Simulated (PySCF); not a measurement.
Al(H)(Me)(iPr), SMILES C[CH]([AlH][CH3])C at its GFN2-xTB optimised geometry (Å):

```
16

Al    -0.7448    -0.0932     0.0000
H     -1.3568    -1.5206    -0.0278
C     -1.9518     1.4865     0.0000
H     -1.6835     2.2295     0.7611
H     -2.9866     1.1854     0.2053
H     -1.9703     2.0249    -0.9548
C      1.2788    -0.0932     0.0000
C      1.8963     0.8928    -1.0035
C      1.6992    -1.5377    -0.3161
H      1.7055     0.1594     0.9863
H      2.9866     0.8755    -0.9574
H      1.5963     0.6429    -2.0214
H      1.5630     1.9100    -0.7953
H      1.2208    -2.2295     0.3821
H      2.7799    -1.6702    -0.2494
H      1.3814    -1.8135    -1.3232
```

Calculation: PySCF 2.14.0 with PBE0/def2-TZVP.

Map of the LUMO amplitude (bohr^(-3/2)) on the plane z = 1.5 Å; orbital energy -1.04 eV, overall sign arbitrary:

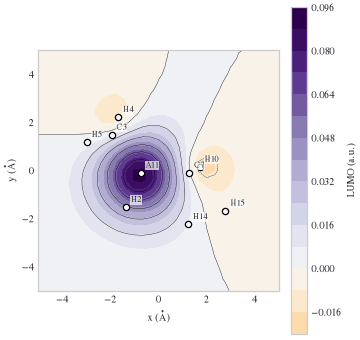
Fig. 1. LUMO amplitude (bohr^(-3/2)) on the plane z = 1.5 Å.
